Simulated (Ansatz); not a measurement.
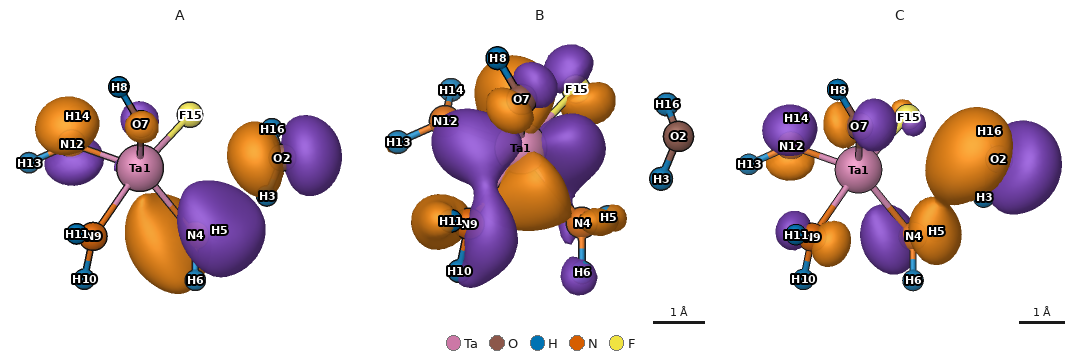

The picture shows: FH7N3OTa···H2O. Three frontier orbitals at ±0.1 Å⁻³ᐟ² (orange and purple are the two phases), in no order.

Core potentials replace the inner electrons of Ta; not at a stationary point (largest force 0.6 eV/Å).

Level of theory: Ansatz, RKS PBE/def2-SVP.

The calculation's input:

```
crystal:
  periodic: [false, false, false]
  atoms:
    - { symbol: Ta, position_ang: [0.0, 0.0, 0.0] }
    - { symbol: O, position_ang: [2.37, 0.0, 0.0] }
    - { symbol: H, position_ang: [2.7071, -0.5308, 0.7903] }
    - { symbol: "N", position_ang: [0.0, 0.0, 2.16] }
    - { symbol: H, position_ang: [-0.2456, -0.8845, 2.69] }
    - { symbol: H, position_ang: [0.2456, 0.8845, 2.69] }
    - { symbol: O, position_ang: [0.0, 0.0, -2.02] }
    - { symbol: H, position_ang: [-0.6343, -0.71, -2.3571] }
    - { symbol: "N", position_ang: [-1.08, 1.8706, 0.0] }
    - { symbol: H, position_ang: [-1.6414, 2.1584, 0.8518] }
    - { symbol: H, position_ang: [-1.0486, 2.5007, -0.8518] }
    - { symbol: "N", position_ang: [-1.08, -1.8706, 0.0] }
    - { symbol: H, position_ang: [-1.8056, -2.0636, 0.7482] }
    - { symbol: H, position_ang: [-0.8844, -2.5955, -0.7482] }
    - { symbol: F, position_ang: [0.7032, -1.7912, 1.127] }
    - { symbol: H, position_ang: [1.8595, -1.1638, 0.7323] }
basis:
  gaussian: { orbitals: def2-SVP }
hamiltonian:
  xc: pbe
relax:
  f_tol: 0.15
  max_steps: 25
  restrain:
    - { distance: [0, 14], at: 1.93, k: 30.0 }
    - { distance: [15, 1], at: 1.01, k: 30.0 }
    - { distance: [0, 1], at: 3.22, k: 30.0 }
    - { distance: [15, 14], at: 2.12, k: 30.0 }
output:
  orbitals: {}
```

Run with:

```sh
ansatz run input.yaml --threads 4 --pin off --max-ram 5120MiB --backend cpu --events-out ev --progress --plain --runs-dir out
```

The fields are those of the run's last geometry, not of the input's.

**Order the three orbitals by energy and name them.**

C is the HOMO−1 (−5.97 eV). It lies mainly on O2 (about 60 %) and N4 (about 10 %). A is the HOMO (−5.62 eV). Its weight (Hirshfeld) is mainly on N4 (about 45 %), O2 (about 25 %) and N12 (about 10 %); largely a combination of lone pairs on N4, O2 and N12. B is the LUMO (−1.84 eV). By Hirshfeld shares it lies mainly on Ta1 (about 65 %), N9 (about 10 %) and F15 (about 5 %).

**What is the HOMO–LUMO gap?**

3.78 eV between the orbital energies.
